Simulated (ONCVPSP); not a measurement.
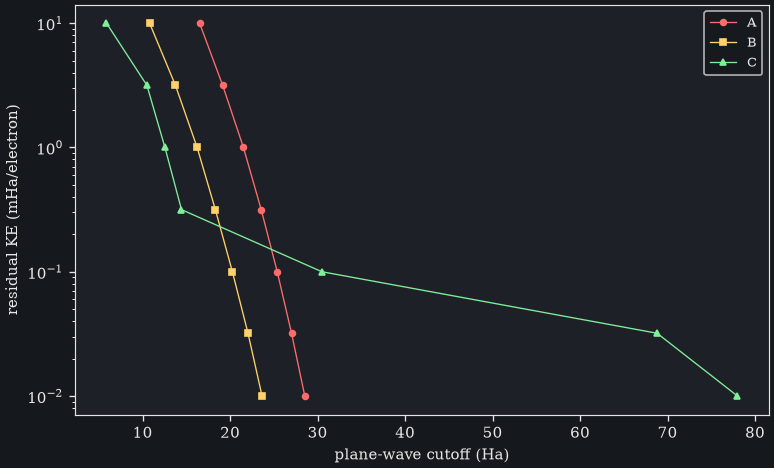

The residual kinetic energy of the 5s wave for 3 variants of one potential.

Base settings:

| Quantity | Value |
| --- | --- |
| Element | tungsten |
| Generator | ONCVPSP 4.0.1 |
| Type | optimised norm-conserving Vanderbilt (ONCV) |
| Functional | PBEsol |
| Relativity | scalar-relativistic |
| Frozen core | [Kr] 4d10 4f14 |
| Valence charge | 14 |
| Reference configuration | 5s2 5p6 5d4 6s1.5 6p0.5 |
| Partial waves | 5s+6s: rc 1.75 bohr, ncon 4, nbas 9, qcut 8.2 1/bohr, 2 projectors; 5p+6p: rc 2.00 bohr, ncon 5, nbas 8, qcut 7.2 1/bohr, 2 projectors; 5d: rc 2.45 bohr, ncon 4, nbas 9, qcut 7.5 1/bohr, 1 projector |
| Local potential | polynomial inside 1.45 bohr (lpopt 5, dvloc0 6 Ha) |
| Core correction | none |

Match the curves to these variants:
1. base
2. s: qcut 5.5
3. all radii scaled by 1.22 (s 2.14, p 2.44, d 2.98 bohr)

A = 1, B = 3, C = 2.
